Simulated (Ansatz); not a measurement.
A series of calculations on CO

## 1. Relaxation

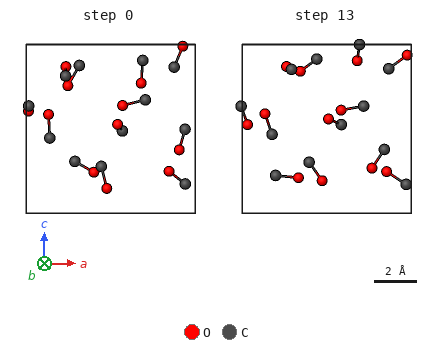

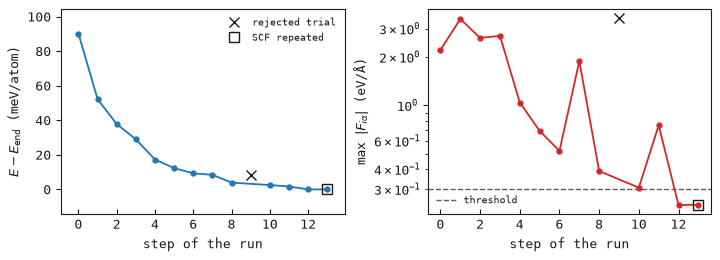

First and last geometry of a relaxation of an amorphous cell of composition CO, with the history of the run. A ball-and-stick model of the cell of the calculation, seen along the b axis.

The cell holds 12 CO. The run prepares the start of a later molecular dynamics calculation, from a guessed geometry.

The calculation used DFT PBE-D3(BJ), scalar-relativistic, plane waves, PAW (Ansatz). (plane-wave cutoff 420 eV; k-point mesh 1 × 1 × 1; occupations fermi dirac; smearing width 0.05 eV; no spin polarisation; atoms relaxed in a fixed cell; force threshold 0.3 eV/Å; at most 15 steps)

Q: What do the curves and the structures tell?

A: It converged. An O atom moves most: 1.49 Å along [−3 1 −2]. By element the largest moves are O 1.49 Å, C 1.29 Å. The cell stays as it was. Among the contacts that change: C–O 1.150 → 1.135 Å. The energy falls by 90.2 meV per atom in 11 accepted moves (13 points after the start). Largest force component: 2.2 eV/Å at the start, 0.24 eV/Å at the end. The line search rejected the trial step at point 9 of the run. 1 step only repeated the SCF at the same geometry. Cost: 27 s on 1 thread of Intel(R) Xeon(R) 6975P-C (Granite Rapids), with other jobs on the host, peak memory 0.58 GiB.

Limits of the set-up: the program's low-accuracy preset was used; the periodic images lie only 8.2 Å apart, so the values are limited by the cell's size.

## 2. Dynamics

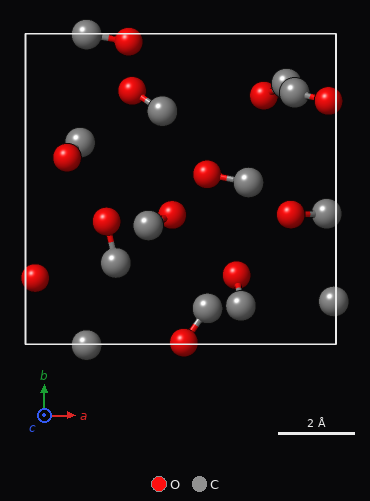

Starting frame of a dynamics run of a periodic cell with 12 CO at 1.002 g/cm³. Style: ball-and-stick. Shown: the simulation cell, along the c axis.

The calculation used Ansatz, DFT PBE-D3(BJ), scalar-relativistic, plane waves, PAW.

The input:
```yaml
accuracy: low
crystal:
  lattice:
    - [8.22684, 0.0, 0.0]
    - [0.0, 8.22684, 0.0]
    - [0.0, 0.0, 8.22684]
  atoms:
    - { symbol: O, position: [0.51018247, 0.00572323, 0.55928776] }
    - { symbol: C, position: [0.58628198, 0.11594879, 0.52610136] }
    - { symbol: O, position: [0.76773435, 0.8013273, 0.26828519] }
    - { symbol: C, position: [0.84086753, 0.84004683, 0.37861928] }
    - { symbol: O, position: [0.33237546, 0.97505698, 0.21115284] }
    - { symbol: C, position: [0.19682736, 0.99786884, 0.22472226] }
    - { symbol: O, position: [0.4725363, 0.41714866, 0.19366102] }
    - { symbol: C, position: [0.39554184, 0.38300724, 0.30317827] }
    - { symbol: O, position: [0.34355006, 0.81683522, 0.84162201] }
    - { symbol: C, position: [0.44095672, 0.75113896, 0.9140699] }
    - { symbol: O, position: [0.58484752, 0.54779282, 0.61134135] }
    - { symbol: C, position: [0.7182054, 0.52151937, 0.63560073] }
    - { symbol: O, position: [0.67999677, 0.22289657, 0.90396376] }
    - { symbol: C, position: [0.69392343, 0.12440006, 0.99985518] }
    - { symbol: O, position: [0.97596056, 0.78429169, 0.93709945] }
    - { symbol: C, position: [0.86675953, 0.81058649, 0.85687559] }
    - { symbol: O, position: [0.03122113, 0.21388526, 0.52570916] }
    - { symbol: C, position: [-0.00705366, 0.13831504, 0.63483115] }
    - { symbol: O, position: [0.1339356, 0.6015053, 0.59010769] }
    - { symbol: C, position: [0.17595001, 0.6499157, 0.46793323] }
    - { symbol: O, position: [0.26121269, 0.39596519, 0.86978232] }
    - { symbol: C, position: [0.29096624, 0.2622739, 0.8526783] }
    - { symbol: O, position: [0.85425011, 0.41835606, 0.2474782] }
    - { symbol: C, position: [0.97000831, 0.42097191, 0.17189751] }
basis:
  ecutwfc: 420.0
kpoints:
  mp_grid: { grid: [1, 1, 1] }
hamiltonian:
  xc: pbe
  dispersion: d3bj
scf:
  occupations: { method: fermi_dirac, width: 0.05 }
  lower_state_search: "off"
md:
  timestep: 1
  n_steps: 280
  ensemble: nvt_langevin
  temperature: 250.0
  initial_velocities: maxwell_boltzmann
  seed: 621152
  friction: 0.02
```

Command:
```bash
ansatz run input.yaml --threads 1 --pin off --max-ram 3072MiB --backend cpu --events-out ev --progress --plain --runs-dir out
```

Q: Predict how the run goes.

A: The mean temperature in the second half is 230 K (standard deviation 31 K). The potential energy is still drifting at the end, so the run hasn't reached equilibrium. The potential energy in the second half lies on average 19.2 meV per atom above the first frame. In the second half of the run the atoms are, in the root-mean-square, this far from where they began (common drift taken out): C 0.55 Å, O 0.49 Å. The heavy atoms stay within a fraction of a molecule's size of their starting places; so short a run doesn't tell a liquid from a solid.

Along the run (each row but the first and the last is the mean over the interval that it begins):

```
time (fs)  potential energy (meV/atom)  T (K)
      0.0                          0.0    240
     46.0                         14.9    235
     92.0                         19.0    223
    138.0                         24.3    233
    184.0                         18.0    224
    230.0                         15.9    225
    276.0                         18.0    288
```

The paths of the atoms:

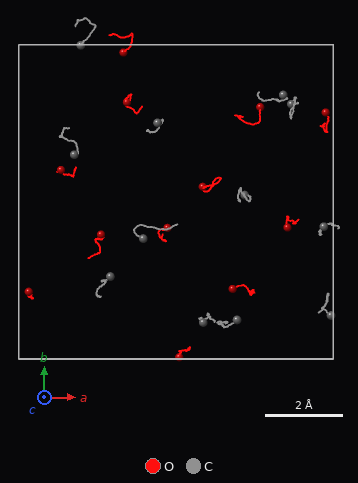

Limits of the set-up: the program's low-accuracy preset was used; the periodic images lie only 8.2 Å apart, so the values are limited by the cell's size.

Cost: 8.7 min on 1 thread of Intel(R) Xeon(R) 6975P-C (Granite Rapids), with other jobs on the host, peak memory 0.63 GiB.

## 3. Dynamics

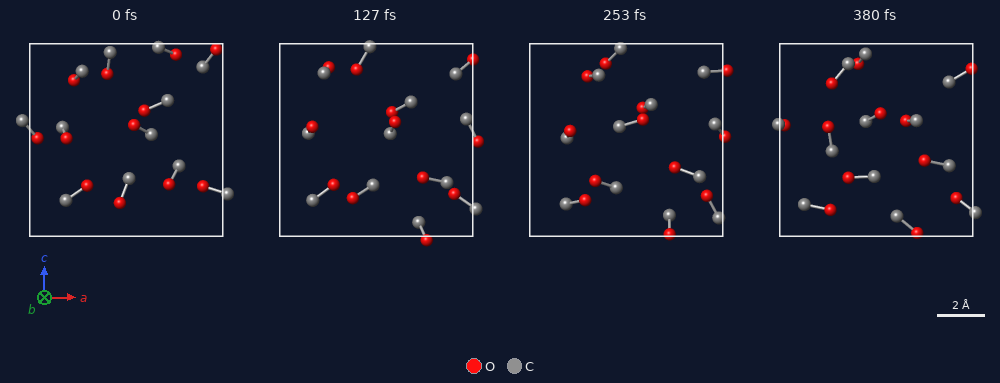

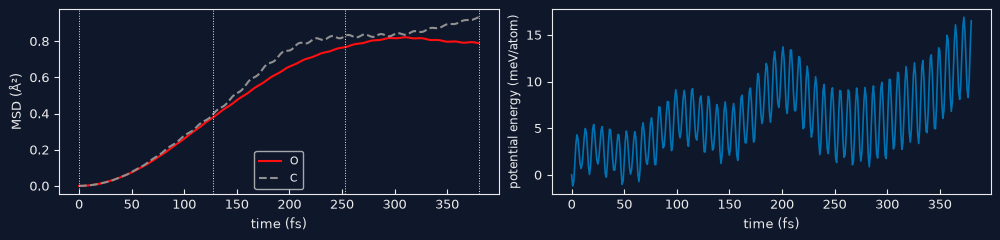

Molecular dynamics of a periodic cell with 12 CO at 1.002 g/cm³, 380 fs long. It starts from the last geometry of an earlier run, with fresh velocities. Frames and the history of the run. The picture is a ball-and-stick view of the simulation cell, seen along the b axis. Atoms that leave the cell re-enter on the other side.

The calculation used Ansatz, DFT PBE-D3(BJ), scalar-relativistic, plane waves, PAW. Run with plane-wave cutoff 420 eV; k-point mesh 1 × 1 × 1; Fermi-Dirac smearing 0.05 eV; low-accuracy preset; Nosé-Hoover thermostat (NVT); set temperature 250 K; time step 1 fs; thermostat time 200.0 fs.

### Describe the run.

Over the second half the temperature averages 239 K (spread ±32 K). The potential energy in the second half lies on average 7.9 meV per atom above the first frame. Root-mean-square distances from the starting positions over the second half, with the common drift of all atoms taken out: C 0.92 Å, O 0.88 Å. The molecules turn and drift from their places.

Limits of the set-up: the program's low-accuracy preset was used; the periodic images lie only 8.2 Å apart, so the values are limited by the cell's size.
